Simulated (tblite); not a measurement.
## C₇H₁₃: geometry relaxation (part 2 of 2)

C₇H₁₃, multiplicity 2; GFN2-xTB geometry optimisation, gas phase (tblite 0.8.0). It belongs to a series of runs on one base structure; here: H added to sp2 C.

Geometry of the input (Å):
```
C  2.5689  0.4323  -0.0651
C  1.5278  -0.6754  -0.2569
C  0.1682  -0.1859  -0.5589
C  -0.8645  -1.2431  -0.7543
C  -2.1851  -0.5907  -0.3846
C  -1.8516  0.8764  -0.1250
C  -0.4612  0.6815  0.5077
H  2.2534  1.3687  -0.5617
H  2.6592  0.5940  1.0306
H  3.5390  0.1425  -0.4855
H  1.5894  -1.4166  0.5574
H  1.8711  -1.2093  -1.1854
H  0.1669  0.4377  -1.4702
H  -0.7000  -2.0500  0.0047
H  -2.5592  -0.9715  0.6006
H  -2.9088  -0.7159  -1.1887
H  -1.6834  1.3629  -1.1110
H  -2.5572  1.3731  0.5296
H  -0.6448  0.1502  1.4579
H  0.0669  1.6498  0.6364
```

**Trajectory as extended XYZ, continued**
```
20
Properties=species:S:1:pos:R:3:forces:R:3 step=44 energy=-586.53492
C     2.5781    0.3748    0.0007   -0.0180  -0.0840   0.0330
C     1.5274   -0.7200   -0.1433   -0.0910  -0.0270  -0.0470
C     0.1993   -0.1397   -0.6472   -0.0880  -0.0030  -0.0130
C    -0.8955   -1.1246   -0.8195    0.0080  -0.0720   0.0310
C    -2.1859   -0.6476   -0.2735    0.0290   0.0130   0.0250
C    -1.9130    0.8168    0.1015    0.0190  -0.0250  -0.0330
C    -0.4026    0.8838    0.3300    0.0080  -0.0230   0.0000
H     2.6052    1.0013   -0.8871    0.0380  -0.0340  -0.0530
H     2.3540    1.0071    0.8533   -0.0070   0.0600   0.0490
H     3.5597   -0.0617    0.1491    0.1140  -0.0170   0.0210
H     1.3613   -1.2091    0.8194    0.0360   0.0040  -0.0130
H     1.8703   -1.4813   -0.8458    0.0310   0.0100  -0.0400
H     0.4162    0.3425   -1.6175   -0.0290   0.0590   0.0520
H    -0.7726   -2.1067   -1.2381    0.0700   0.0660  -0.0100
H    -2.4796   -1.2398    0.6068   -0.0050   0.0620   0.0020
H    -3.0045   -0.7505   -0.9983    0.0320   0.0240   0.0770
H    -2.1833    1.4623   -0.7351   -0.0410   0.0120   0.0100
H    -2.4582    1.1436    0.9865   -0.0860  -0.0310  -0.0700
H    -0.1711    0.5706    1.3502   -0.0140  -0.0040  -0.0010
H    -0.0104    1.8888    0.1855   -0.0070   0.0090  -0.0180
20
Properties=species:S:1:pos:R:3:forces:R:3 step=47 energy=-586.54329
C     2.5951    0.3576    0.0011   -0.0020   0.0610   0.0560
C     1.5184   -0.7141   -0.1494    0.0480   0.0170  -0.0320
C     0.1923   -0.1219   -0.6522    0.0330  -0.0160  -0.0010
C    -0.8960   -1.1112   -0.8238    0.0610  -0.1020  -0.0580
C    -2.1833   -0.6546   -0.2602    0.0450  -0.0020   0.0090
C    -1.9242    0.8118    0.1051    0.0450   0.0650   0.0040
C    -0.4113    0.8906    0.3333   -0.0040   0.0330  -0.0300
H     2.6727    0.9596   -0.9057    0.0460  -0.1370   0.0440
H     2.3492    1.0278    0.8218    0.0010   0.0130   0.0040
H     3.5673   -0.0884    0.2156   -0.1110   0.0090  -0.0720
H     1.3432   -1.1972    0.8163    0.0580  -0.0290  -0.0850
H     1.8595   -1.4718   -0.8580   -0.0260  -0.0260   0.0250
H     0.4102    0.3633   -1.6210   -0.0280   0.0610   0.0710
H    -0.7658   -2.0764   -1.2745    0.0450   0.0060  -0.0210
H    -2.4495   -1.2525    0.6210   -0.0370   0.0380   0.1140
H    -3.0113   -0.7749   -0.9672   -0.0230   0.0340   0.0060
H    -2.2033    1.4482   -0.7371    0.0190  -0.0040   0.0110
H    -2.4808    1.1463    0.9804   -0.0360  -0.0600  -0.0260
H    -0.1646    0.5704    1.3502   -0.0850   0.0620  -0.0610
H    -0.0231    1.8980    0.1819   -0.0500  -0.0240   0.0440
20
Properties=species:S:1:pos:R:3:forces:R:3 step=51 energy=-586.55581
C     2.6128    0.3453    0.0080    0.0360   0.0170  -0.0590
C     1.5167   -0.7002   -0.1638    0.0030  -0.0020   0.0120
C     0.1882   -0.1025   -0.6522    0.0070   0.0260   0.0240
C    -0.8864   -1.1101   -0.8236   -0.0240   0.0710   0.0090
C    -2.1722   -0.6677   -0.2393   -0.0250  -0.0320  -0.0130
C    -1.9326    0.8082    0.1036   -0.0540  -0.0570  -0.0260
C    -0.4253    0.9017    0.3360   -0.0200  -0.0030   0.0090
H     2.7723    0.8921   -0.9201   -0.0380   0.0060   0.0160
H     2.3502    1.0564    0.7892    0.0140  -0.0240  -0.0510
H     3.5549   -0.1301    0.2788   -0.0630  -0.0030   0.0270
H     1.3438   -1.1954    0.7934    0.0030  -0.0640  -0.0020
H     1.8397   -1.4553   -0.8828    0.0300  -0.0200   0.0070
H     0.3898    0.4058   -1.6101    0.0230  -0.0020  -0.0160
H    -0.7547   -2.0504   -1.3215    0.0330  -0.0160  -0.0070
H    -2.4239   -1.2533    0.6593    0.0350   0.0680  -0.0050
H    -3.0130   -0.7971   -0.9299   -0.0020  -0.0320   0.0080
H    -2.2137    1.4246   -0.7514    0.0140   0.0200  -0.0190
H    -2.5115    1.1417    0.9640    0.0200  -0.0140   0.0170
H    -0.1857    0.5833    1.3513   -0.0190   0.0280   0.0420
H    -0.0546    1.9136    0.1887    0.0280   0.0310   0.0270
20
Properties=species:S:1:pos:R:3:forces:R:3 step=55 energy=-586.55939
C     2.6199    0.3385    0.0035   -0.0550  -0.0360   0.0260
C     1.5136   -0.6966   -0.1696   -0.0160  -0.0220  -0.0040
C     0.1877   -0.0870   -0.6555   -0.0060  -0.0220   0.0090
C    -0.8861   -1.0943   -0.8361    0.0010  -0.0100  -0.0250
C    -2.1708   -0.6745   -0.2348    0.0210   0.0510  -0.0120
C    -1.9417    0.8033    0.0985    0.0390   0.0700   0.0090
C    -0.4343    0.9057    0.3390    0.0170   0.0200   0.0210
H     2.8088    0.8653   -0.9284   -0.0190   0.0040  -0.0320
H     2.3494    1.0668    0.7636   -0.0120   0.0250  -0.0070
H     3.5412   -0.1477    0.3147    0.0270  -0.0120  -0.0040
H     1.3362   -1.2012    0.7835    0.0100   0.0050  -0.0100
H     1.8350   -1.4541   -0.8880   -0.0030   0.0110  -0.0130
H     0.3918    0.4268   -1.6117    0.0190  -0.0100   0.0420
H    -0.7408   -2.0353   -1.3285    0.0160  -0.0350  -0.0190
H    -2.3955   -1.2482    0.6769    0.0220   0.0020  -0.0010
H    -3.0226   -0.8188   -0.9077    0.0070  -0.0410   0.0010
H    -2.2155    1.4186   -0.7600   -0.0150  -0.0040  -0.0130
H    -2.5205    1.1399    0.9574   -0.0110  -0.0060   0.0080
H    -0.1986    0.5833    1.3546   -0.0190  -0.0020   0.0220
H    -0.0624    1.9204    0.2062   -0.0220   0.0120   0.0020
20
Properties=species:S:1:pos:R:3:forces:R:3 step=58 energy=-586.56094
C     2.6163    0.3346    0.0028    0.0160   0.0150  -0.0050
C     1.5110   -0.6999   -0.1707    0.0090  -0.0040   0.0160
C     0.1874   -0.0860   -0.6541    0.0120   0.0050   0.0160
C    -0.8860   -1.0913   -0.8448   -0.0020   0.0330   0.0080
C    -2.1678   -0.6712   -0.2367    0.0050  -0.0150   0.0040
C    -1.9408    0.8080    0.0960   -0.0160  -0.0220  -0.0040
C    -0.4347    0.9079    0.3417   -0.0030  -0.0100   0.0000
H     2.8073    0.8586   -0.9322   -0.0100  -0.0310   0.0030
H     2.3466    1.0707    0.7558   -0.0230  -0.0010   0.0060
H     3.5371   -0.1517    0.3196   -0.0020   0.0140  -0.0210
H     1.3356   -1.2064    0.7805   -0.0050  -0.0080   0.0220
H     1.8360   -1.4551   -0.8895   -0.0250   0.0050  -0.0290
H     0.3971    0.4326   -1.6053    0.0130   0.0030   0.0060
H    -0.7313   -2.0352   -1.3295   -0.0150  -0.0210  -0.0080
H    -2.3830   -1.2403    0.6813    0.0290  -0.0040  -0.0170
H    -3.0250   -0.8281   -0.9006    0.0210   0.0000   0.0050
H    -2.2170    1.4209   -0.7634   -0.0010   0.0130   0.0030
H    -2.5233    1.1354    0.9563   -0.0020   0.0280  -0.0140
H    -0.2065    0.5838    1.3587    0.0010  -0.0010   0.0080
H    -0.0642    1.9234    0.2117    0.0010   0.0000  -0.0010
20
Properties=species:S:1:pos:R:3:forces:R:3 step=62 energy=-586.56193
C     2.6164    0.3318    0.0025   -0.0090  -0.0120   0.0000
C     1.5099   -0.7016   -0.1702   -0.0110   0.0040  -0.0010
C     0.1891   -0.0810   -0.6521   -0.0080   0.0040  -0.0050
C    -0.8850   -1.0829   -0.8540    0.0050  -0.0110   0.0020
C    -2.1641   -0.6711   -0.2364    0.0040  -0.0070   0.0020
C    -1.9433    0.8089    0.0931    0.0010   0.0020  -0.0030
C    -0.4377    0.9083    0.3454   -0.0070   0.0060   0.0000
H     2.8130    0.8438   -0.9369   -0.0120   0.0060  -0.0100
H     2.3403    1.0740    0.7477    0.0040  -0.0100  -0.0070
H     3.5348   -0.1535    0.3251    0.0110   0.0090   0.0090
H     1.3321   -1.2102    0.7803    0.0130  -0.0070  -0.0110
H     1.8280   -1.4521   -0.8980   -0.0110   0.0010   0.0240
H     0.4038    0.4408   -1.6003    0.0110   0.0150   0.0100
H    -0.7281   -2.0332   -1.3268   -0.0050   0.0000  -0.0090
H    -2.3621   -1.2394    0.6848    0.0040  -0.0190   0.0120
H    -3.0244   -0.8395   -0.8920   -0.0020   0.0130   0.0000
H    -2.2169    1.4210   -0.7679    0.0110  -0.0010  -0.0050
H    -2.5282    1.1419    0.9496   -0.0070   0.0030  -0.0050
H    -0.2144    0.5797    1.3624    0.0010   0.0040  -0.0040
H    -0.0683    1.9250    0.2213    0.0070  -0.0030   0.0020
20
Properties=species:S:1:pos:R:3:forces:R:3 step=66 energy=-586.56220
C     2.6149    0.3308    0.0018    0.0030   0.0070  -0.0060
C     1.5085   -0.7022   -0.1689    0.0050  -0.0060   0.0010
C     0.1888   -0.0805   -0.6518    0.0040  -0.0010   0.0030
C    -0.8844   -1.0828   -0.8559   -0.0040   0.0050  -0.0010
C    -2.1630   -0.6716   -0.2362   -0.0030   0.0040   0.0050
C    -1.9433    0.8093    0.0923    0.0030  -0.0020   0.0040
C    -0.4383    0.9086    0.3457    0.0060   0.0000   0.0030
H     2.8075    0.8430   -0.9388   -0.0030   0.0010   0.0030
H     2.3386    1.0726    0.7469    0.0020   0.0030   0.0010
H     3.5359   -0.1507    0.3243   -0.0040   0.0020  -0.0040
H     1.3332   -1.2126    0.7805   -0.0040   0.0010   0.0090
H     1.8254   -1.4531   -0.8956    0.0000  -0.0130  -0.0050
H     0.4076    0.4443   -1.5974   -0.0020   0.0020   0.0010
H    -0.7279   -2.0339   -1.3275   -0.0010   0.0100  -0.0050
H    -2.3578   -1.2413    0.6856   -0.0020   0.0000  -0.0080
H    -3.0244   -0.8382   -0.8908   -0.0020  -0.0010   0.0060
H    -2.2152    1.4221   -0.7689    0.0050  -0.0140  -0.0070
H    -2.5297    1.1428    0.9478   -0.0030   0.0000  -0.0050
H    -0.2151    0.5797    1.3625    0.0000   0.0010   0.0040
H    -0.0666    1.9245    0.2220   -0.0020   0.0020   0.0010
20
Properties=species:S:1:pos:R:3:forces:R:3 step=69 energy=-586.56230
C     2.6149    0.3305    0.0009   -0.0020  -0.0050   0.0090
C     1.5085   -0.7030   -0.1685   -0.0010  -0.0040  -0.0020
C     0.1890   -0.0798   -0.6509    0.0020  -0.0010   0.0010
C    -0.8846   -1.0815   -0.8566    0.0030   0.0110  -0.0020
C    -2.1628   -0.6715   -0.2351    0.0080  -0.0110  -0.0070
C    -1.9432    0.8092    0.0927    0.0030  -0.0060  -0.0080
C    -0.4382    0.9091    0.3470   -0.0010  -0.0040   0.0010
H     2.8076    0.8416   -0.9401   -0.0010   0.0020  -0.0010
H     2.3385    1.0730    0.7454   -0.0020   0.0020  -0.0040
H     3.5353   -0.1504    0.3253    0.0030   0.0000  -0.0090
H     1.3335   -1.2134    0.7814   -0.0020   0.0090  -0.0020
H     1.8233   -1.4548   -0.8959    0.0030  -0.0010   0.0050
H     0.4085    0.4470   -1.5956   -0.0030  -0.0070   0.0070
H    -0.7286   -2.0314   -1.3306    0.0000   0.0070  -0.0060
H    -2.3549   -1.2429    0.6858   -0.0090   0.0020   0.0050
H    -3.0245   -0.8392   -0.8891   -0.0030   0.0020   0.0090
H    -2.2131    1.4188   -0.7713    0.0010  -0.0010   0.0010
H    -2.5315    1.1437    0.9464    0.0000   0.0050  -0.0050
H    -0.2161    0.5806    1.3642    0.0040   0.0020   0.0020
H    -0.0669    1.9250    0.2222   -0.0030  -0.0010   0.0070
20
Properties=species:S:1:pos:R:3:forces:R:3 step=73 energy=-586.56242
C     2.6143    0.3300    0.0005    0.0030   0.0030  -0.0050
C     1.5083   -0.7043   -0.1676    0.0000   0.0050   0.0030
C     0.1897   -0.0796   -0.6500   -0.0030   0.0000   0.0000
C    -0.8846   -1.0796   -0.8590   -0.0020  -0.0130   0.0030
C    -2.1618   -0.6726   -0.2347   -0.0080   0.0040   0.0040
C    -1.9424    0.8082    0.0925   -0.0010   0.0020   0.0020
C    -0.4377    0.9089    0.3480   -0.0010  -0.0010   0.0030
H     2.8052    0.8412   -0.9410   -0.0010  -0.0040   0.0020
H     2.3374    1.0734    0.7440    0.0010  -0.0040   0.0000
H     3.5360   -0.1491    0.3237    0.0000  -0.0010  -0.0050
H     1.3329   -1.2124    0.7831   -0.0020   0.0030   0.0050
H     1.8227   -1.4580   -0.8932    0.0030   0.0050   0.0030
H     0.4100    0.4479   -1.5936    0.0030  -0.0010  -0.0050
H    -0.7288   -2.0283   -1.3356    0.0020   0.0060  -0.0070
H    -2.3545   -1.2442    0.6863    0.0070   0.0040   0.0010
H    -3.0256   -0.8385   -0.8860   -0.0020  -0.0050  -0.0050
H    -2.2114    1.4162   -0.7728    0.0030   0.0030  -0.0020
H    -2.5324    1.1446    0.9444    0.0030   0.0010  -0.0020
H    -0.2149    0.5815    1.3653   -0.0010  -0.0030   0.0020
H    -0.0673    1.9253    0.2234   -0.0030  -0.0040   0.0030
20
Properties=species:S:1:pos:R:3:forces:R:3 step=77 energy=-586.56250
C     2.6143    0.3297   -0.0003   -0.0010  -0.0010   0.0020
C     1.5079   -0.7041   -0.1660    0.0000  -0.0030   0.0020
C     0.1893   -0.0797   -0.6487    0.0020  -0.0020  -0.0030
C    -0.8849   -1.0798   -0.8591    0.0030   0.0030   0.0030
C    -2.1622   -0.6732   -0.2341    0.0050  -0.0020  -0.0020
C    -1.9425    0.8077    0.0926    0.0010   0.0010  -0.0030
C    -0.4381    0.9085    0.3497    0.0010  -0.0010  -0.0050
H     2.8046    0.8394   -0.9424   -0.0010   0.0050  -0.0070
H     2.3370    1.0733    0.7426    0.0100   0.0030   0.0030
H     3.5363   -0.1495    0.3216   -0.0010   0.0000   0.0020
H     1.3325   -1.2106    0.7857    0.0000   0.0010   0.0030
H     1.8225   -1.4584   -0.8907   -0.0030  -0.0020   0.0020
H     0.4109    0.4479   -1.5921   -0.0030  -0.0020   0.0010
H    -0.7291   -2.0241   -1.3441   -0.0050   0.0010  -0.0040
H    -2.3519   -1.2441    0.6877   -0.0020   0.0010   0.0020
H    -3.0264   -0.8400   -0.8849    0.0040  -0.0040   0.0050
H    -2.2093    1.4143   -0.7745    0.0000   0.0050   0.0030
H    -2.5330    1.1457    0.9431   -0.0040   0.0010   0.0010
H    -0.2146    0.5828    1.3676   -0.0080  -0.0070  -0.0070
H    -0.0683    1.9248    0.2239    0.0010   0.0020   0.0040
20
Properties=species:S:1:pos:R:3:forces:R:3 step=80 energy=-586.56258
C     2.6148    0.3296   -0.0015   -0.0060  -0.0040   0.0040
C     1.5076   -0.7041   -0.1644    0.0030   0.0030  -0.0020
C     0.1894   -0.0797   -0.6483    0.0030   0.0040   0.0050
C    -0.8846   -1.0800   -0.8586    0.0060   0.0070  -0.0050
C    -2.1619   -0.6737   -0.2332    0.0060  -0.0020  -0.0010
C    -1.9424    0.8076    0.0917   -0.0060  -0.0010  -0.0030
C    -0.4385    0.9079    0.3501   -0.0060   0.0040   0.0040
H     2.8041    0.8385   -0.9445   -0.0020   0.0000   0.0000
H     2.3393    1.0736    0.7415    0.0040   0.0100   0.0030
H     3.5365   -0.1497    0.3204    0.0080  -0.0030  -0.0010
H     1.3317   -1.2085    0.7885    0.0050   0.0030  -0.0050
H     1.8218   -1.4594   -0.8882   -0.0030  -0.0060   0.0050
H     0.4116    0.4481   -1.5914   -0.0030  -0.0030  -0.0020
H    -0.7303   -2.0203   -1.3515   -0.0070  -0.0020  -0.0020
H    -2.3498   -1.2438    0.6895   -0.0030   0.0020   0.0070
H    -3.0267   -0.8428   -0.8823    0.0020  -0.0010  -0.0010
H    -2.2069    1.4137   -0.7762   -0.0060   0.0030  -0.0050
H    -2.5342    1.1476    0.9406   -0.0010  -0.0030   0.0020
H    -0.2166    0.5808    1.3677   -0.0030  -0.0100   0.0020
H    -0.0700    1.9251    0.2276    0.0100  -0.0010  -0.0040
20
Properties=species:S:1:pos:R:3:forces:R:3 step=84 energy=-586.56269
C     2.6149    0.3301   -0.0023    0.0080   0.0030   0.0000
C     1.5080   -0.7040   -0.1620   -0.0010   0.0010   0.0010
C     0.1898   -0.0802   -0.6465   -0.0020   0.0000  -0.0030
C    -0.8839   -1.0803   -0.8578   -0.0070   0.0000   0.0020
C    -2.1612   -0.6739   -0.2329   -0.0050   0.0020   0.0020
C    -1.9429    0.8081    0.0903    0.0030   0.0020  -0.0010
C    -0.4393    0.9072    0.3515    0.0040  -0.0030  -0.0010
H     2.7987    0.8397   -0.9461    0.0030   0.0010   0.0040
H     2.3435    1.0740    0.7428    0.0000   0.0000  -0.0040
H     3.5390   -0.1486    0.3145    0.0010  -0.0020  -0.0030
H     1.3329   -1.2065    0.7918    0.0010   0.0010   0.0030
H     1.8213   -1.4618   -0.8837   -0.0010   0.0010   0.0010
H     0.4113    0.4462   -1.5905    0.0040   0.0040   0.0010
H    -0.7327   -2.0164   -1.3596   -0.0030  -0.0030   0.0000
H    -2.3496   -1.2414    0.6916    0.0030   0.0010  -0.0020
H    -3.0258   -0.8451   -0.8818    0.0000   0.0010  -0.0010
H    -2.2049    1.4143   -0.7786   -0.0080  -0.0050  -0.0010
H    -2.5363    1.1488    0.9380    0.0020  -0.0030  -0.0030
H    -0.2196    0.5769    1.3686   -0.0030   0.0020   0.0030
H    -0.0682    1.9237    0.2301    0.0030  -0.0040   0.0030
```

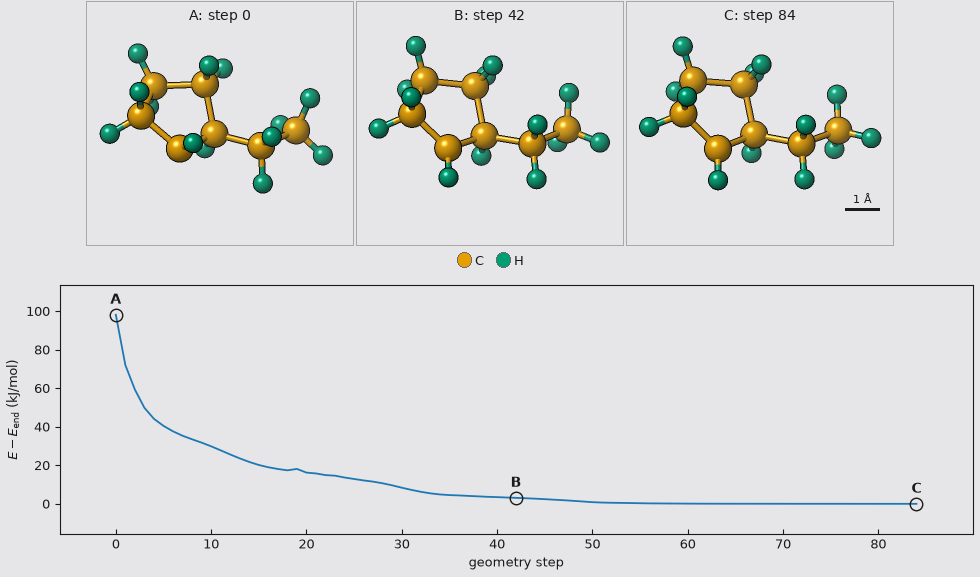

Fig. 1: Frames of the relaxation (ball-and-stick view, seen at a tilt) above the curves, on which the letters mark them (steps are counted from 0).

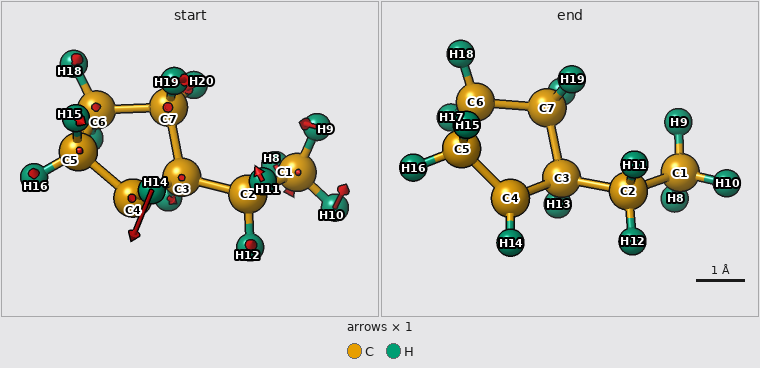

Fig. 2: Before (left) and after (right) the relaxation, at one scale (ball-and-stick view, seen at a tilt). The red arrows give the displacements, at true length. The largest move after the best rigid fit is that of H14, 1.39 Å. By element the largest moves are H 1.39 Å, C 0.27 Å. Among the contacts that change: C2–C3 1.476 → 1.537 Å, C4–H14 1.120 → 1.073 Å, C4–C5 1.519 → 1.479 Å, C2–H12 1.125 → 1.092 Å. Among the angles that change: C5–C4–H14 105.8° → 124.0°, C3–C4–H14 108.7° → 123.6°, H17–C6–H18 115.7° → 108.4°. The energy falls by 98.1 kJ/mol in 84 geometry steps. Largest force component: 2.7 eV/Å at the start, 0.008 eV/Å at the end. (Atoms are counted from 1 in the order of the input.)

**Summary**

```csv
quantity,value
outcome,converged
total energy,−586.5627 eV
peak memory,0.18 GiB
```
